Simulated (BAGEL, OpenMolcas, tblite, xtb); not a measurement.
## How methods differ on C2H2F3I (1,1,1-trifluoro-2-iodoethane)

C2H2F3I: 8 atoms, total charge 0, spin state singlet. As SMILES, `FC(F)(F)CI`. The coordinates come from a PBE0-D4/def2-TZVP relaxation.

Quantity: the dipole moment, in D. The values are calculated.

```json
{"level": "GFN2-xTB", "kind": "semi-empirical", "program": "tblite", "value (D)": "3.01", "CPU time": "under 2 s"}
{"level": "GFN1-xTB", "kind": "semi-empirical", "program": "tblite", "value (D)": "2.53", "CPU time": "under 2 s"}
{"level": "GFN0-xTB", "kind": "semi-empirical", "program": "xtb", "value (D)": "2.73", "CPU time": "under 2 s"}
{"level": "IPEA1-xTB", "kind": "semi-empirical", "program": "tblite", "value (D)": "3.02", "CPU time": "under 2 s"}
{"level": "HF/ANO-R0 (sfX2C)", "kind": "Hartree–Fock", "program": "OpenMolcas", "value (D)": "1.04", "CPU time": "14 s"}
{"level": "HF/ANO-RCC-MB (DKH2, density fitting with AutoAux)", "kind": "Hartree–Fock", "program": "BAGEL", "value (D)": "2.43", "CPU time": "4 s"}
{"level": "HF/ANO-RCC-VDZ (DKH2, density fitting with AutoAux)", "kind": "Hartree–Fock", "program": "BAGEL", "value (D)": "2.78", "CPU time": "5.3 s"}
{"level": "HF/ANO-RCC-VDZP (DKH2, density fitting with AutoAux)", "kind": "Hartree–Fock", "program": "BAGEL", "value (D)": "2.24", "CPU time": "20 s"}
{"level": "HF/ANO-RCC-VTZP (DKH2, density fitting with AutoAux)", "kind": "Hartree–Fock", "program": "BAGEL", "value (D)": "2.00", "CPU time": "50 s"}
```

The values span 1.04 to 3.02 D. Magnitudes only. Times are those of the runs behind each value, whatever else they computed, on shared processors of several kinds: orders of magnitude only.

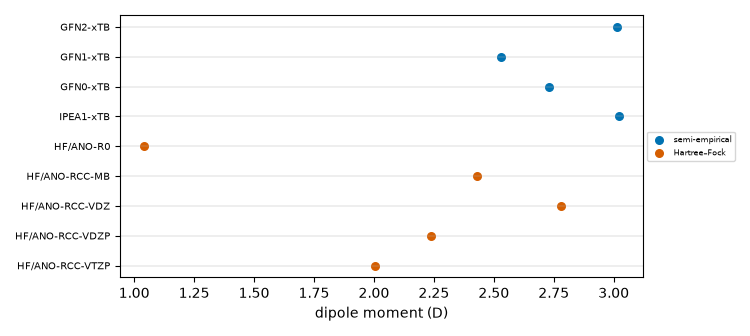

The values of the table, level by level.
